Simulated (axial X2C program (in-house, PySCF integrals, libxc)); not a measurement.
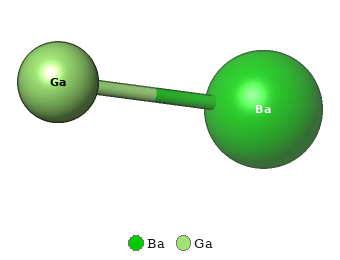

The molecule at the reference distance of 3.109 Å.

# Relativistic diatomic calculation for BaGa

System: BaGa.
Method: EOM-EA-CCSD, two-component X2C with atomic mean-field Coulomb and Gaunt terms, Ba dyall-acv3z, Ga dyall-acv3z (cores contracted) (axial X2C program (in-house, PySCF integrals, libxc)).

## The input
```
{"zs": [56, 31], "q": 0, "bas": ["dyall-acv3z", "dyall-acv3z"], "r0": 3.2, "eom": "ea", "thr": -1.0, "nmax": 92, "grid": [1, 0.96, 1.045, 0.92, 1.09, 1.15]}
```

The line is the task of a batch: nuclear charges, charge, bases, a first guess of the distance and further settings. This report covers the levels named above. The log is that of the reference distance.

Hardware: 1 thread of Arm Neoverse V2, 24 GiB of memory available, shared host.

The run was one of a batch that the task file lists, launched with:
```bash
python <driver script> task.json out
```

## Log
```
two-component X2C + atomic mean field  HF
basis functions 285  fitting functions 1522  grid points 5807
iter        total energy     max residual
   1     -10064.498416135     4.74e+00
   2     -10065.945846293     4.36e+00
   3     -10067.144037438     3.88e+00
   4     -10068.013273831     3.57e+00
   5     -10069.247616820     1.72e+00
   6     -10069.688786448     5.93e-01
   7     -10069.744314748     1.70e-01
   8     -10069.780223715     1.15e-01
   9     -10069.791363541     9.24e-02
  10     -10069.799593562     3.58e-02
  11     -10069.802068215     2.23e-02
  12     -10069.803049238     1.43e-02
  13     -10069.803463218     6.76e-03
  14     -10069.803664506     8.45e-03
  15     -10069.803822502     7.55e-03
  16     -10069.803970001     4.86e-03
  17     -10069.804106545     3.39e-03
  18     -10069.804217694     3.30e-03
  19     -10069.804309331     3.04e-03
  20     -10069.804380739     2.81e-03
  21     -10069.804426061     2.25e-03
  22     -10069.804448058     2.23e-03
  23     -10069.804458088     7.65e-04
  24     -10069.804463206     1.05e-03
  25     -10069.804465584     4.69e-04
  26     -10069.804466543     3.01e-04
  27     -10069.804467020     1.58e-04
  28     -10069.804467294     1.88e-04
  29     -10069.804467408     1.13e-04
  30     -10069.804467439     4.02e-05
  31     -10069.804467447     1.92e-05
  32     -10069.804467449     1.63e-05
  33     -10069.804467449     6.64e-06
  34     -10069.804467450     5.57e-06
  35     -10069.804467450     2.05e-06
  36     -10069.804467450     1.78e-06
converged
one-electron -14375.14657985  Coulomb 4287.02044956  exact exchange -271.26334953  xc functional 0.00000000  nuclear repulsion 295.49089329  atomic mean-field constant -5.90588093
correlated 12  virtual 424  natural virtual 92  E(MP2) -0.242159944  MP2 remainder -0.042105313
iter   CCSD correlation   residual
   1     -0.220332981   1.70e-01
   2     -0.229215083   9.09e-02
   3     -0.232116876   5.56e-02
   4     -0.232590289   3.52e-02
   5     -0.233023720   2.02e-02
   6     -0.233183105   1.11e-02
   7     -0.233217410   6.43e-03
   8     -0.233257803   5.26e-03
   9     -0.233248207   4.83e-03
  10     -0.233257467   4.58e-03
  11     -0.233238171   4.30e-03
  12     -0.233235393   4.09e-03
  13     -0.233215869   3.91e-03
  14     -0.233142404   3.72e-03
  15     -0.233100427   3.50e-03
  16     -0.233029392   3.39e-03
  17     -0.232311085   3.04e-03
  18     -0.232311598   9.34e-03
  19     -0.232200212   1.05e-02
  20     -0.232203178   1.04e-02
  21     -0.232305047   1.00e-02
  22     -0.232717570   8.67e-03
  23     -0.232830435   3.73e-03
  24     -0.232766688   3.03e-03
  25     -0.232637889   3.14e-03
  26     -0.232507335   3.45e-03
  27     -0.232664368   3.59e-03
  28     -0.231990269   9.52e-03
  29     -0.232614496   9.62e-03
  30     -0.226384249   5.73e-03
  31     -0.232471121   1.36e-01
  32     -0.232713606   4.73e-03
  33     -0.232735218   5.03e-03
  34     -0.232473188   4.95e-03
  35     -0.232908345   4.38e-03
  36     -0.210169619   3.07e-03
  37     -0.232011886   4.72e-01
  38     -0.231991788   7.20e-03
  39     -0.232670319   7.80e-03
  40     -0.232117401   5.11e-03
  41     -0.232416388   7.89e-03
  42     -0.232232769   6.13e-03
  43     -0.232391697   7.54e-03
  44     -0.231624558   6.54e-03
  45     -0.227314704   1.54e-02
  46     -0.221487614   1.19e-01
  47     -0.230936015   2.18e-01
  48     -0.224843979   5.10e-02
  49     -0.230479806   1.60e-01
  50     -0.229602505   5.74e-02
  51     -0.232109072   4.34e-02
  52     -0.231914439   1.03e-02
  53     -0.231889550   1.24e-02
  54     -0.231057342   1.25e-02
  55     -0.232724488   2.13e-02
  56     -0.232204111   9.09e-03
  57     -0.231693749   2.40e-02
  58     -0.231501731   3.52e-02
  59     -0.231175387   1.56e-02
  60     -0.232688560   1.97e-02
  61     -0.232643762   5.73e-03
  62     -0.232683242   1.27e-02
  63     -0.232362656   1.17e-02
  64     -0.229979669   2.03e-02
  65     -0.231173795   6.90e-02
  66     -0.231685937   4.60e-02
  67     -0.231907048   3.59e-02
  68     -0.231950858   1.48e-02
  69     -0.231459880   1.49e-02
  70     -0.232176964   1.98e-02
(T) None  T1 0.0533  D1 0.1290  max T2 0.156
```

## Outcome

- outcome: not converged in a step after the SCF shown
- wall time: 23 s
- peak memory: 0.97 GiB

## Diagnosis

The SCF whose log is shown converged, but the driver noted: CCSD of the reference did not converge. The run therefore gave no full result. To bear in mind: CCSD of the reference did not converge.
